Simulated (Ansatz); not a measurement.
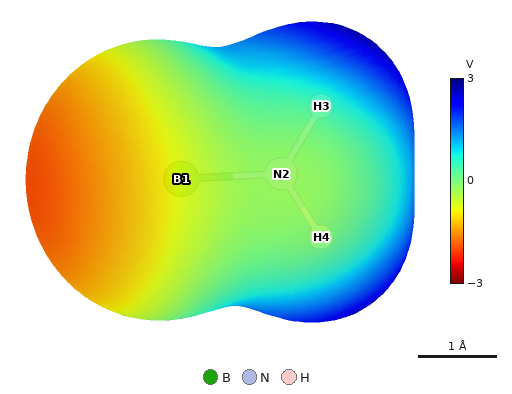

Figure. BH2N (SMILES [B]N). The electrostatic potential painted on the density surface at 0.002 e/bohr³, seen at a tilt; the colour scale runs from red (negative) to blue (positive).

Geometry: PBE0-D3(BJ)/def2-SVP.

All numbers below come from isolated molecule in a Gaussian basis; Kohn-Sham density functional theory, functional PBE0 in Ansatz.

Input file:

```
crystal:
  periodic: [false, false, false]
  atoms:
    - {symbol: B, position_ang: [-1.317062, -0.277170, 0.312882]}
    - {symbol: "N", position_ang: [-0.699189, -0.463336, -0.902063]}
    - {symbol: H, position_ang: [-0.483940, 0.307142, -1.530209]}
    - {symbol: H, position_ang: [-0.422940, -1.381906, -1.240370]}
basis:
  gaussian: {orbitals: def2-TZVPD}
output: {forces: true, orbitals: {seedname: orbitals}}
hamiltonian: {xc: {name: PBE0}}
```

Launched as:

```sh
ansatz run input.yaml --threads 1 --pin off --max-ram 2610MiB --events-out events.jsonl --progress --plain --runs-dir runs
```

Which sites attract a positive test charge, and which a negative one?

A positive charge is drawn to the negative regions and a negative charge to the positive ones. The most negative region (about −2.0 V) lies over N2, the most positive (about +2.7 V) over H3 and H4. N2 is the likeliest acceptor of a hydrogen bond.
